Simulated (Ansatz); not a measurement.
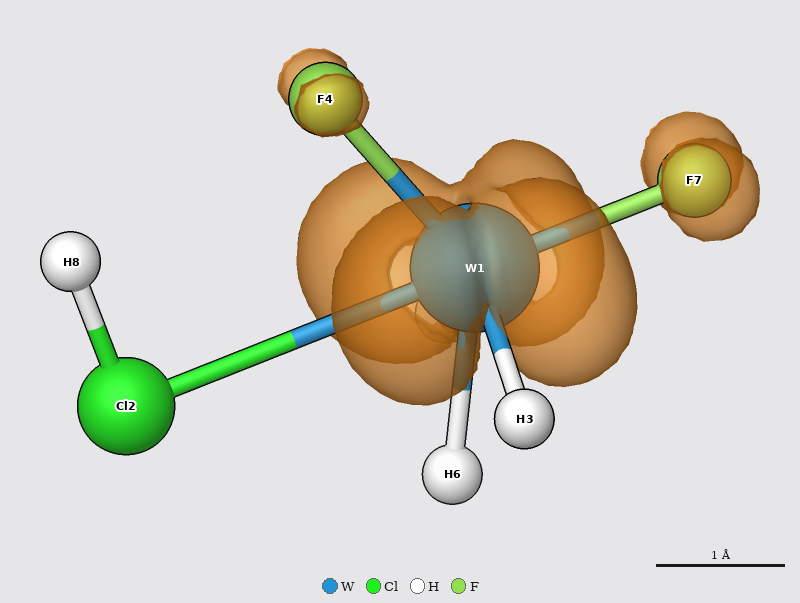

ClF2H4W (doublet). Isosurfaces of the spin density at +0.04 (orange) and −0.04 e/Å³ (purple), seen at a tilt.

Core potentials replace the inner electrons of W.

Level of theory: UKS B3LYP/def2-SVP in Ansatz.

```tsv
atom	x (Å)	y (Å)	z (Å)
W	-0.0002	0.1645	-0.0786
Cl	-0.0002	-0.4074	2.8322
H	1.4769	-0.6513	-0.0490
F	-0.0005	1.7762	0.9151
H	-1.4764	-0.6529	-0.0480
H	0.0009	-1.4831	0.3290
F	-0.0009	0.5254	-1.9123
H	0.0004	0.8585	3.1116
```

Question: Describe the spin distribution.

Answer: The unpaired spin (1 electron) lies mostly on W1 (about 0.9) and F7 (about 0.1), in electrons by Hirshfeld's partition.
